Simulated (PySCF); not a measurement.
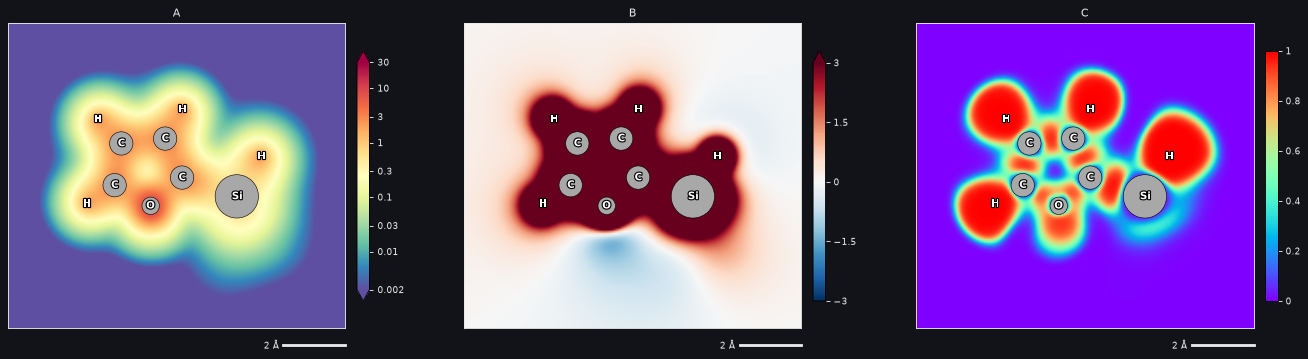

C$_{5}$H$_{11}$NOSi$_{2}$: 3 fields on the plane of atoms Si3, C5 and C6, with unlabelled colour scales. Grey discs cover the atomic cores.

Geometry: PBE0-D3(BJ)/def2-SVP.

These are results of PBE0/pcSseg-1, SCF density, gas phase, non-relativistic in PySCF, not measurements.

Q: Match the panels to the quantities (electron density, electron localisation function and electrostatic potential).

A: Panel A: electron density. Panel B: electrostatic potential (strongly positive close to the atoms, with negative regions outside electron-rich atoms). Panel C: electron localisation function. From the grid: C–O (1.34 Å): ρ is about 2.4 e/Å³ halfway; the ELF peaks at about 0.90 between the atoms: a shared but strongly polarised pair. C–C (1.36 Å): ρ is about 2.2 e/Å³ halfway; the ELF peaks at about 0.95 between the atoms: localised, covalent bonding.
